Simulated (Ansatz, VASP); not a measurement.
# BiP: VASP beside Ansatz

One calculation is typed for both programs; each brings its own data sets. How far apart do they land? The cell is invented: As first built, before any earlier steps moved the atoms (in the runner's words): it takes the AlP structure with some of its atoms replaced by other elements, volume scaled by an estimate. It may not be a known or stable phase. The cell is taken from a series of VASP runs on this material, whose earlier steps may have relaxed, scaled or displaced it; both programs get it as it stands. Valence electrons are named where the data sets of a main pair hold unlike numbers.

Program: Ansatz 0.2.0. Level of theory: plane waves, with VASP 6.6.1 beside it; band structure at PBE, spin-orbit coupling and band structure at r2SCAN, spin-orbit coupling. Results are calculated unless marked as measured.

## 1. The structure

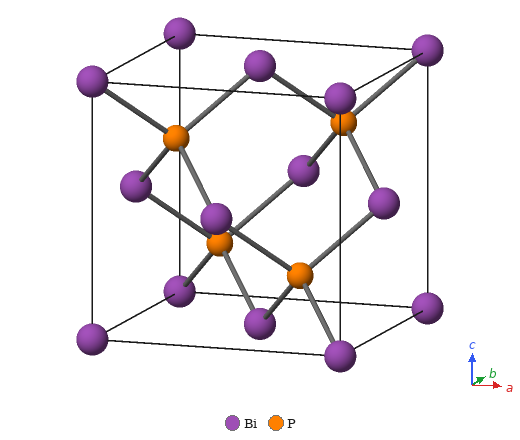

Start, viewed slightly off an axis; bismuth purple, phosphorus orange. This picture shows the conventional cell, with its axes. Bonds to atoms that aren't drawn are left out. Some periodic images of atoms are drawn too.

## 2. VASP: band structure, PBE, spin-orbit coupling

With cell and atoms fixed, the geometry can't cause a difference; cores, projectors, grids and the points listed under the comparison can.

Lines of VASP's logs that name or quote its potential files are left out, and so is its time.

INCAR

```
SYSTEM = BiP
PREC = Accurate
ENCUT = 400
EDIFF = 1E-06
NELM = 100
ISMEAR = 0
SIGMA = 0.02
LREAL = .FALSE.
ALGO = Normal
GGA = PE
LNONCOLLINEAR = .TRUE.
MAGMOM = 0 0 0 0 0 0
NBANDS = 32
GGA_COMPAT = .FALSE.
LASPH = .TRUE.
LSORBIT = .TRUE.
LORBIT = 11
LWAVE = .FALSE.
LCHARG = .FALSE.
KPAR = 4
```

POSCAR

```
BiP
1.0
    0.0000000000      3.2476571572      3.2476571572
    3.2476571572      0.0000000000      3.2476571572
    3.2476571572      3.2476571572      0.0000000000
Bi P
1 1
Direct
    0.0000000000      0.0000000000      0.0000000000
    0.2500000000      0.2500000000      0.2500000000
```

KPOINTS

```
Automatic mesh
0
Gamma
4 4 4
0 0 0
```

KPOINTS_OPT

```
Line mode
16
Line-mode
Reciprocal
  0.00000000   0.00000000   0.00000000 GAMMA
  0.50000000   0.00000000   0.50000000 X

  0.50000000   0.00000000   0.50000000 X
  0.50000000   0.25000000   0.75000000 W

  0.50000000   0.25000000   0.75000000 W
  0.37500000   0.37500000   0.75000000 K

  0.37500000   0.37500000   0.75000000 K
  0.00000000   0.00000000   0.00000000 GAMMA

  0.00000000   0.00000000   0.00000000 GAMMA
  0.50000000   0.50000000   0.50000000 L

  0.50000000   0.50000000   0.50000000 L
  0.62500000   0.25000000   0.62500000 U

  0.62500000   0.25000000   0.62500000 U
  0.50000000   0.25000000   0.75000000 W

  0.50000000   0.25000000   0.75000000 W
  0.50000000   0.50000000   0.50000000 L

  0.50000000   0.50000000   0.50000000 L
  0.37500000   0.37500000   0.75000000 K

  0.62500000   0.25000000   0.62500000 U
  0.50000000   0.00000000   0.50000000 X
```

Potentials, in the order of the species: Bi_d and P (PBE family, release 64).

Run with:

```console
> mpirun -np 4 vasp_ncl
```

Numbers of over 12 decimals in the logs are rounded to 6 here.

Log:

```text
[banner, memory and clock lines left out]
running    4 mpi-ranks, on    1 nodes
 distrk:  each k-point on    1 cores,    4 groups
 distr:  one band on    1 cores,    1 groups

 POSCAR found type information on POSCAR BiP
 POSCAR found :  2 types and       2 ions
 LDA part: xc-table for (Slater+PW92), standard interpolation
 POSCAR, INCAR and KPOINTS ok, starting setup
 FFT: planning ... GRIDC
 FFT: planning ... GRID_SOFT
 FFT: planning ... GRID
 WAVECAR not read
 entering main loop
       N       E                     dE             d eps       ncg     rms          rms(c)
DAV:   1     0.170922286057E+03    0.17092E+03   -0.82941E+03   640   0.104E+03
DAV:   2     0.752317891069E+01   -0.16340E+03   -0.15801E+03   688   0.321E+02
DAV:   3    -0.898948860314E+01   -0.16513E+02   -0.16290E+02   800   0.118E+02
DAV:   4    -0.959684360310E+01   -0.60735E+00   -0.60655E+00   744   0.257E+01
DAV:   5    -0.962866276165E+01   -0.31819E-01   -0.31815E-01   992   0.507E+00    0.326E+00
DAV:   6    -0.936783036872E+01    0.26083E+00   -0.77645E-01   776   0.493E+00    0.181E+00
DAV:   7    -0.937244412856E+01   -0.46138E-02   -0.10831E-01   760   0.187E+00    0.127E+00
DAV:   8    -0.937100875575E+01    0.14354E-02   -0.18498E-02   848   0.132E+00    0.248E-01
DAV:   9    -0.937001291419E+01    0.99584E-03   -0.33572E-03   808   0.508E-01    0.160E-01
DAV:  10    -0.937002214221E+01   -0.92280E-05   -0.70784E-04   744   0.175E-01    0.763E-02
DAV:  11    -0.937008043364E+01   -0.58291E-04   -0.63921E-05   728   0.689E-02    0.245E-02
DAV:  12    -0.937010311902E+01   -0.22685E-04   -0.27669E-05   760   0.417E-02    0.105E-02
DAV:  13    -0.937010613745E+01   -0.30184E-05   -0.44172E-06   664   0.175E-02    0.330E-03
DAV:  14    -0.937010638739E+01   -0.24994E-06   -0.27989E-07   552   0.436E-03
   1 F= -.93701064E+01 E0= -.93695775E+01  d E =-.105786E-02  mag=     0.0000     0.0000     0.0000
 Start KPOINTS_OPT (optional k-point list driver)
k-point batch [1-10\160]
       N       E                     dE             ncg
DAV:   1    -0.110844318086E+03   -0.95061E+03      640
DAV:   2    -0.177528230681E+04   -0.16644E+04      704
DAV:   3    -0.195328943504E+04   -0.17801E+03      768
DAV:   4    -0.196022261031E+04   -0.69332E+01      744
DAV:   5    -0.196057662936E+04   -0.35402E+00      976
DAV:   6    -0.196058041996E+04   -0.37906E-02      760
DAV:   7    -0.196058057993E+04   -0.15997E-03      976
DAV:   8    -0.196058058219E+04   -0.22577E-05      752
DAV:   9    -0.196058058226E+04   -0.78724E-07      456
[...]
k-point batch [151-160\160]
       N       E                     dE             ncg
DAV:   1    -0.245901862166E+03   -0.57665E+04      648
DAV:   2    -0.185594880506E+04   -0.16100E+04      672
DAV:   3    -0.201346772417E+04   -0.15752E+03      864
DAV:   4    -0.201887590806E+04   -0.54082E+01      848
DAV:   5    -0.201907328727E+04   -0.19738E+00      944
DAV:   6    -0.201907688493E+04   -0.35977E-02      936
DAV:   7    -0.201907698420E+04   -0.99270E-04      944
DAV:   8    -0.201907698642E+04   -0.22217E-05      872
DAV:   9    -0.201907698649E+04   -0.66794E-07      552
```

OUTCAR, selected parts (step 2):

```text
ion  position               nearest neighbor table
   1  0.000  0.000  0.000-   2 2.81   2 2.81   2 2.81   2 2.81
   2  0.250  0.250  0.250-   1 2.81   1 2.81   1 2.81   1 2.81

  LATTYP: Found a face centered cubic cell.
 ALAT       =     6.4953143144

 Subroutine GETGRP returns: Found 24 space group operations
 (whereof 24 operations were pure point group operations)

The static configuration has the point symmetry T_d .

 Found     10 irreducible k-points:

   k-points           NKPTS =     10   k-points in BZ     NKDIM =     10   number of bands    NBANDS=     32

   dimension x,y,z NGX =    30 NGY =   30 NGZ =   30
   dimension x,y,z NGXF=    60 NGYF=   60 NGZF=   60

   ENCUT  =  400.0 eV  29.40 Ry    5.42 a.u.   7.49  7.49  7.49*2*pi/ulx,y,z

   NELECT =      20.0000    total number of electrons

 k-points in reciprocal lattice and weights: Automatic mesh
   0.00000000  0.00000000  0.00000000       0.016
   0.25000000  0.00000000  0.00000000       0.062
  -0.25000000  0.00000000  0.00000000       0.062
   0.50000000  0.00000000  0.00000000       0.062
   0.25000000  0.25000000  0.00000000       0.094
   0.50000000  0.25000000  0.00000000       0.188
   0.50000000 -0.25000000  0.00000000       0.188
  -0.25000000  0.25000000  0.00000000       0.188
   0.50000000  0.50000000  0.00000000       0.047
  -0.25000000  0.50000000  0.25000000       0.094

 average (electrostatic) potential at core
       1-106.7716       2 -84.5679

 E-fermi :   4.0694

 k-point     1 :       0.0000    0.0000    0.0000
  band No.  band energies     occupation
    ...
     16       1.7589      1.00000
     17       2.6036      1.00000
     18       2.6036      1.00000
     19       2.6036      1.00000
     20       2.6036      1.00000
     21       4.3215      0.00000
     22       4.3215      0.00000
     23       5.5636      0.00000
     24       5.5636      0.00000
     25       5.5636      0.00000
    ...

 k-point     2 :       0.2500    0.0000    0.0000
  band No.  band energies     occupation
    ...
     16       1.3728      1.00000
     17       2.1468      1.00000
     18       2.1593      1.00000
     19       2.2330      1.00000
     20       2.2330      1.00000
     21       5.1765      0.00000
     22       5.1765      0.00000
     23       6.2048      0.00000
     24       6.2178      0.00000
     25       6.3898      0.00000
    ...

 k-point     3 :      -0.2500    0.0000    0.0000
  band No.  band energies     occupation
    ...
     16       1.3728      1.00000
     17       2.1468      1.00000
     18       2.1593      1.00000
     19       2.2330      1.00000
     20       2.2330      1.00000
     21       5.1765      0.00000
     22       5.1765      0.00000
     23       6.2048      0.00000
     24       6.2178      0.00000
     25       6.3898      0.00000
    ...

  Total       -0.1614335     -0.1614335     -0.1614335      0.0000000      0.0000000     -0.0000000
  in kB       -3.7754067     -3.7754067     -3.7754067      0.0000000      0.0000000     -0.0000000
  external PRESSURE =      -3.7754067 kB  Pullay stress =       0.0000000 kB

  energy-cutoff  :      400.00
  volume of cell :       68.51
      direct lattice vectors                 reciprocal lattice vectors
     0.000000000  3.247657157  3.247657157    -0.153957138  0.153957138  0.153957138
     3.247657157  0.000000000  3.247657157     0.153957138 -0.153957138  0.153957138
     3.247657157  3.247657157  0.000000000     0.153957138  0.153957138 -0.153957138

 POSITION                                       TOTAL-FORCE (eV/Angst)
 -----------------------------------------------------------------------------------
      0.00000      0.00000      0.00000        -0.000000     -0.000000     -0.000000
      1.62383      1.62383      1.62383         0.000000      0.000000      0.000000
 -----------------------------------------------------------------------------------
    total drift:                                0.000000      0.000000      0.000000

  FREE ENERGIE OF THE ION-ELECTRON SYSTEM (eV)
  ---------------------------------------------------
  free  energy   TOTEN  =        -9.3701063874 eV

  energy  without entropy=       -9.3690485319  energy(sigma->0) =       -9.36957746

 Spin-Orbit-Coupling matrix elements
 Ion:    1  E_soc:     -1.4463704
 Ion:    2  E_soc:     -0.0047740

 total charge
# of ion       s       p       d       tot
------------------------------------------
    1        1.572   1.216   9.934  12.722
    2        1.120   1.306   0.000   2.427
--------------------------------------------------
tot          2.692   2.522   9.934  15.149

 magnetization (x)
# of ion       s       p       d       tot
------------------------------------------
    1       -0.000   0.000  -0.000  -0.000
    2       -0.000  -0.000   0.000  -0.000
--------------------------------------------------
tot         -0.000  -0.000  -0.000  -0.000

 magnetization (y)
# of ion       s       p       d       tot
------------------------------------------
    1        0.000   0.000  -0.000  -0.000
    2        0.000  -0.000   0.000  -0.000
--------------------------------------------------
tot          0.000  -0.000  -0.000  -0.000

 magnetization (z)
# of ion       s       p       d       tot
------------------------------------------
    1        0.000   0.000   0.000   0.000
    2        0.000  -0.000   0.000  -0.000
--------------------------------------------------
tot          0.000   0.000   0.000   0.000

[... 3 further parts left out ...]
```

The run ends at a pressure of -0.38 GPa.

## 3. Ansatz: band structure, PBE, spin-orbit coupling

Ansatz runs on its fully relativistic PAW (standard-fr) files.

The same cell, functional, mesh and smearing now go to Ansatz, which takes its cutoff from its data sets.

input.yaml

```yaml
crystal:
  lattice:
    - [0.0, 3.2476571572, 3.2476571572]
    - [3.2476571572, 0.0, 3.2476571572]
    - [3.2476571572, 3.2476571572, 0.0]
  atoms:
    - { symbol: Bi, position: [0.0, 0.0, 0.0] }
    - { symbol: P, position: [0.25, 0.25, 0.25] }
hamiltonian:
  xc: pbe
  pseudopotentials: { kind: paw_fr }
magnetization:
  noncollinear: true
  spin_orbit: true
kpoints:
  mp_grid: { grid: [4, 4, 4] }
  band_path:
    path:
      - [0.0, 0.0, 0.0]
      - [0.16667, 0.0, 0.16667]
      - [0.33333, 0.0, 0.33333]
      - [0.5, 0.0, 0.5]
      - [0.5, 0.08333, 0.58333]
      - [0.5, 0.18333, 0.68333]
      - [0.5, 0.25, 0.75]
      - [0.45, 0.3, 0.75]
      - [0.40833, 0.34167, 0.75]
      - [0.35, 0.35, 0.7]
      - [0.225, 0.225, 0.45]
      - [0.075, 0.075, 0.15]
      - [0.03333, 0.03333, 0.03333]
      - [0.23333, 0.23333, 0.23333]
      - [0.4, 0.4, 0.4]
      - [0.51667, 0.46667, 0.51667]
      - [0.55833, 0.38333, 0.55833]
      - [0.60833, 0.28333, 0.60833]
      - [0.60833, 0.25, 0.64167]
      - [0.55833, 0.25, 0.69167]
      - [0.51667, 0.25, 0.73333]
      - [0.5, 0.3, 0.7]
      - [0.5, 0.38333, 0.61667]
      - [0.5, 0.48333, 0.51667]
      - [0.475, 0.475, 0.55]
      - [0.425, 0.425, 0.65]
      - [0.38333, 0.38333, 0.73333]
      - [0.59167, 0.18333, 0.59167]
      - [0.55, 0.1, 0.55]
      - [0.5, 0.0, 0.5]
    npoints: 1
scf:
  occupations: { method: gaussian, width: 0.02 }
  n_extra_bands: 14
output:
  forces: true
  stress: true
  eigenvalues: true
  write_density: true
  write_potential: true
  elf: true
  volumetric_format: npy
```

Run with:

```console
> ansatz run input.yaml --threads 2 --pin off --max-ram 4608MiB --backend cpu --events-out ev --progress --plain --runs-dir out
```

Log:

```text
scf.n_extra_bands = 14 over 20 filled bands (N_el = 20.0): the run solves 34 bands
Engine: ansatz 0.2.0, aarch64-unknown-linux-gnu
Pseudopotentials: kind: paw_fr
Pseudopotential: Bi, paw_fr, valence charge 15, recommended cutoff 420 eV (normal), Bi.paw.azcp#standard-fr
Pseudopotential: P, paw_fr, valence charge 5, recommended cutoff 420 eV (normal), P.paw.azcp#standard-fr
Functional definition: PBE
  parameter kappa = 0.804
  parameter beta = 0.066725
  exchange = pbe_x(kappa = kappa, mu = beta*pi^2/3)
  correlation = pbe_c(beta = beta)
non-collinear run that drives no moment, with spin-orbit: no starting moment large enough to seed its density (crystal.atoms[].spin), no starting occupations that ask for one, no magnetisation constraint and no magnetic field, so the semilocal B_xc is pinned to zero
Crystal: 2 atoms, lattice volume = 68.508 Å³
Basis set: ecut = 420 eV, 1363 PW (Γ), exchange–correlation on 64×64×64 points (8 copies of the dense FFT grid, shifted against one another)
Bands: 34, of which v1, the nominal top of the filled ones, is band 20 counted from 1 (19 counted from 0)
Symmetry: 24 space group operations + 24 with time reversal
Magnetic group: BNS 216.75 (UNI 1577), of the structure as read, at distance tolerance 4.1e-5 Å
k-points: 8 of 64 (time reversal used)
Projection manifold: j_resolved (fully-relativistic pseudo-atomic orbitals)
Non-local potential: Bi, projectors of the file, l = 0: 2, l = 1: 4, l = 2: 4, l = 3: 4
Non-local potential: P, projectors of the file, l = 0: 2, l = 1: 4, l = 2: 4
PAW form: soft (Blöchl's): semilocal exchange-correlation on the pseudo side does not see the compensation charge
PAW one-centre angular grid: Bi, 590 points (default); XC on 96 Gauss nodes
PAW one-centre angular grid: P, 110 points (default); XC on 64 Gauss nodes
Initial density: superposition of atomic densities (chi_scale 0.1, normalization cell, long waves kept (reshape's long-wave potential 0.00 eV rms))
Initial wavefunctions: pseudopotential atomic-orbital guess
Functional: x = pbe(κ = 0.804, μ = 0.219515), c = pbe(β = 0.066725)
SCF iter   1: F=—  HF=-13193.545723 eV  |F-HF|=—  |Δ(HF+E_count)|=         —  Δρ=2.21e-2  dr2=7.30e-1  dr2_m=0.00e0 (ungated)  ethr=3.10e-3  |M|=0.00e0 ∫|m|=0.00e0 μB  |m|>n=0.0e0 m-floor=0.0e0 τ_xc=0.0e0  β_m=0.30  ⟨swp⟩=7.9  Hψ=1527  notcnv=0  defer=24
preconditioner: auto → Kerker (q_TF=auto, 2.222 Å⁻¹)  [metal: Δε(μ)=0.000 eV  Ē_g=11.007 eV  σ=0.020 eV  W_gap=0.00  n_scr=14 (ndim 8)  ℏωp=14.2 eV  f_vac=0.010  D(μ)=5.29/eV (n_scr^D=58)]
spin=Noncollinear: Kerker preconditioning applied to the charge; magnetization (m_x, m_y, m_z) channels mix plain (no charge-response kernel on spin).
SCF iter   2: F=—  HF=-13193.446924 eV  |F-HF|=—  |Δ(HF+E_count)|=   9.88e-2  Δρ=1.55e-2  dr2=3.38e-1  dr2_m=0.00e0 (ungated)  ethr=3.10e-3  |M|=0.00e0 ∫|m|=0.00e0 μB  |m|>n=0.0e0 m-floor=0.0e0 τ_xc=0.0e0  β_m=0.61  ⟨swp⟩=1.1  Hψ=337  notcnv=0  defer=34
SCF iter   3: F=—  HF=-13193.374046 eV  |F-HF|=—  |Δ(HF+E_count)|=   7.29e-2  Δρ=3.81e-3  dr2=1.55e-2  dr2_m=0.00e0 (ungated)  ethr=1.69e-3  |M|=0.00e0 ∫|m|=0.00e0 μB  |m|>n=0.0e0 m-floor=0.0e0 τ_xc=0.0e0  β_m=0.80  ⟨swp⟩=2.5  Hψ=312  notcnv=0  defer=46
SCF iter   4: F=—  HF=-13193.373677 eV  |F-HF|=—  |Δ(HF+E_count)|=   3.69e-4  Δρ=1.03e-3  dr2=1.71e-3  dr2_m=0.00e0 (ungated)  ethr=7.77e-5  |M|=0.00e0 ∫|m|=0.00e0 μB  |m|>n=0.0e0 m-floor=0.0e0 τ_xc=0.0e0  β_m=0.90  ⟨swp⟩=3.1  Hψ=389  notcnv=0  defer=60
SCF iter   5: F=—  HF=-13193.374368 eV  |F-HF|=—  |Δ(HF+E_count)|=   6.91e-4  Δρ=5.16e-4  dr2=3.39e-4  dr2_m=0.00e0 (ungated)  ethr=8.55e-6  |M|=0.00e0 ∫|m|=0.00e0 μB  |m|>n=0.0e0 m-floor=0.0e0 τ_xc=0.0e0  β_m=0.95  ⟨swp⟩=2.2  Hψ=338  notcnv=0  defer=60
SCF iter   6: F=—  HF=-13193.374697 eV  |F-HF|=—  |Δ(HF+E_count)|=   3.29e-4  Δρ=1.43e-4  dr2=1.60e-5  dr2_m=0.00e0 (ungated)  ethr=1.69e-6  |M|=0.00e0 ∫|m|=0.00e0 μB  |m|>n=0.0e0 m-floor=0.0e0 τ_xc=0.0e0  β_m=0.98  ⟨swp⟩=2.9  Hψ=446  notcnv=0  defer=60
SCF iter   7: F=—  HF=-13193.374743 eV  |F-HF|=—  |Δ(HF+E_count)|=   4.59e-5  Δρ=2.99e-5  dr2=6.70e-7  dr2_m=0.00e0 (ungated)  ethr=7.99e-8  |M|=0.00e0 ∫|m|=0.00e0 μB  |m|>n=0.0e0 m-floor=0.0e0 τ_xc=0.0e0  β_m=0.99  ⟨swp⟩=2.4  Hψ=332  notcnv=0  defer=60
SCF iter   8: F=-13193.374746 eV  HF=-13193.374746 eV  |F-HF|=6.69e-8  |Δ(HF+E_count)|=   2.51e-6  Δρ=7.10e-6  dr2=6.68e-8  dr2_m=0.00e0 (ungated)  ethr=5.00e-10  |M|=0.00e0 ∫|m|=0.00e0 μB  |m|>n=0.0e0 m-floor=0.0e0 τ_xc=0.0e0  ⟨swp⟩=18.2  Hψ=2460  notcnv=0
SCF 1 converged in 8 iterations: F = -13193.374746 eV  dr2 = 6.68e-8
  Residual-converged pass: ⟨swp⟩=1.1  Hψ=305  notcnv=0  max |occ|·‖R‖ = 7.0e-9 eV (tolerance 1.0e-8 eV)  dr2=6.68e-8  dr2_m=0.00e0 (ungated)  dr2_onsite=1.74e-9  max |Δocc| = 1.1e-9
  greatest PAW one-centre occupation: 0.987 electrons in one spin orbital (limit 2), on the Bi atom at site 0 (counted from 0), in its partial waves of l = 2
NSCF: frozen V_eff on 30 k-points
SCF converged after 8 iterations
Magnetization: |M| = 0.0000 μB,  M = (+0.0000, +0.0000, +0.0000) μB
Absolute magnetization: 0.0000 μB (∫|m|)
  site 0: m = (+0.0000, +0.0000, +0.0000) μB, |m| = 0.0000 μB  (R = 1.16 Å)
  site 1: m = (+0.0000, +0.0000, +0.0000) μB, |m| = 0.0000 μB  (R = 1.16 Å)
Free energy (F): -13193.374746 eV
Harris-Foulkes:  -13193.374746 eV  (|F-HF|=6.69e-8)
Internal energy: -13193.373688 eV  (E = F + TS)
E sigma→0 (E₀):  -13193.374217 eV
Entropy (-TS):   -0.001058 eV (-0.529 meV/atom)
Fermi energy:    6.066696 eV
--- Per-component energies (eV) ---
  E_band       = -158.833427
  E_kinetic    = 369.953199
  E_local      = -1910.206384  (includes V_loc(G=0)·N_el)
  E_nonlocal   = 595.448191
  E_hartree    = 641.665310
  E_xc         = -211.587809
  E_vxc        = -203.011407  (∫ρ·V_xc dr)
  E_paw        = -11274.769484  (= ΣΔE_a)
  E_vpaw       = -294.347948  (= ΣTr[D̂ρ^β])
  E_aug_tail   = -0.000372  (compensation charges beyond the density's cutoff)
  E_ewald      = -1403.876339
  E_smearing   = -0.001058  (= −TS)
  E_closure    = 0.000000  (closes the sum)
  Σ components = -13193.374746   (vs F -13193.374746, Δ=0.00e0)
--- Forces (eV/Å), atoms counted from 1 ---
  atom   1  Bi    -0.00000000     0.00000000     0.00000000
  atom   2  P      0.00000000    -0.00000000    -0.00000000
  max |Σ_I F_I| component: 5.18e-16 eV/Å
--- Stress (GPa, compression-positive) ---
       -0.223270       0.000000      -0.000000
       -0.000000      -0.223270       0.000000
       -0.000000       0.000000      -0.223270
  P = ⅓ Tr σ = -0.2233 GPa (-2.233 kbar)
--- Band table (eV; the first three rows and the last of 8) ---
  k-point 0: bands = [... 16 lower, 4.6282, 4.6282, 4.6282, 4.6282, 6.2741, 6.2741, 7.6114, 7.6114, ... 10 higher]
  k-point 1: bands = [... 16 lower, 4.1752, 4.1878, 4.2677, 4.2677, 7.1237, 7.1237, 8.2482, 8.2612, ... 10 higher]
  k-point 2: bands = [... 16 lower, 3.8567, 3.8567, 3.8741, 3.8741, 7.6810, 7.6810, 8.5640, 8.5640, ... 10 higher]
  k-point 7: bands = [... 16 lower, 2.5491, 2.5526, 6.5152, 6.5509, 6.7925, 8.3297, 8.3875, 8.6971, ... 10 higher]
```

Run time: 14 s. Hardware: 2 threads of Arm Neoverse N1, shared host; peak memory 0.45 GiB; 27 s of CPU time.

Reading the cycles: dr2 is the Hartree energy of the density residual (eV), the measure of convergence; HF is the Harris–Foulkes estimate of the energy, which meets the free energy F at convergence.

(Part 1 of 2 ends here.)

[Lines on the potential files, build, host, timing and source positions are cut from VASP's logs without a mark.]

[Logs are printed without paths, hosts, clocks, repeated set-up lines and the standing remarks that a program may print on its own settings, such as how far it seeks lower states.]

[Hosts, paths, dates, database ids (printed as entryN), source tags and the programs' standing remarks are cut or masked in the printed files.]
